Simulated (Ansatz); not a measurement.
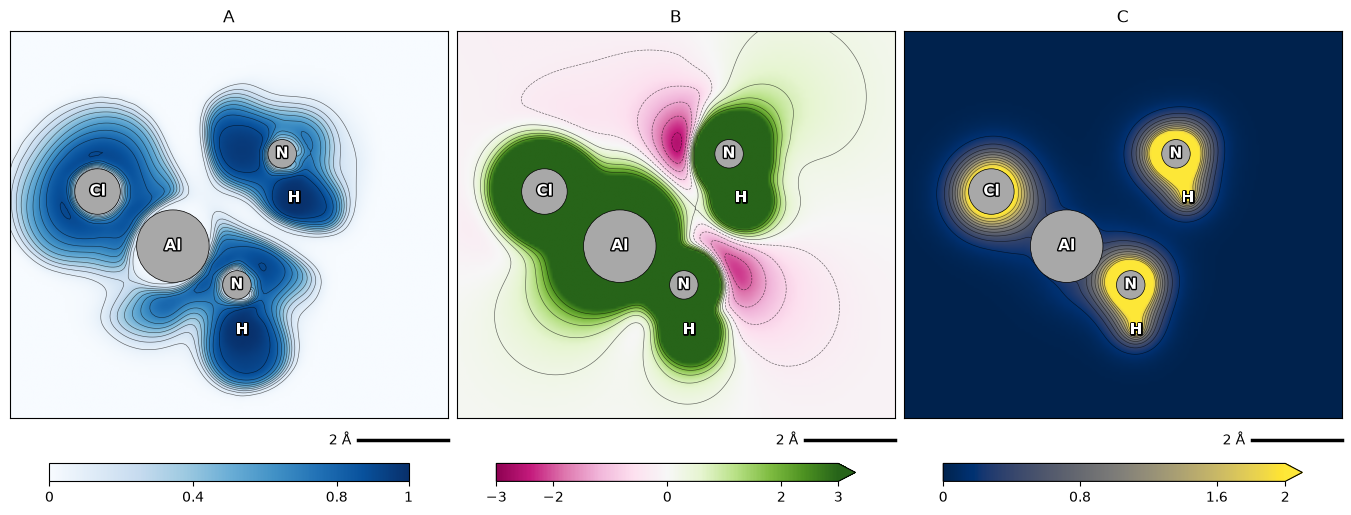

AlClHN···NH$_{3}$: 3 fields on the plane of atoms Al1, N3 and H8, with unlabelled colour scales. Grey discs cover the atomic cores.

Not at a stationary point (largest force 0.7 eV/Å).

Computed with RKS r2SCANh/def2-SVP in Ansatz.

Match the panels to the quantities (electron density, electron localisation function and electrostatic potential).

Panel A: electron localisation function. Panel B: electrostatic potential (strongly positive close to the atoms, with negative regions outside electron-rich atoms). Panel C: electron density. From the grid: N3···H4 (2.32 Å): the density falls to about 0.1 e/Å³ on the way; the ELF dips to about 0.05 between them; by its geometry a hydrogen bond between the two molecules, with no shared pair. Al–N (1.67 Å): ρ at the midpoint is about 0.94 e/Å³; the ELF peaks at about 0.85 in the valence shell of N, 0.6 Å from its nucleus, and is about 0.45 at the midpoint.
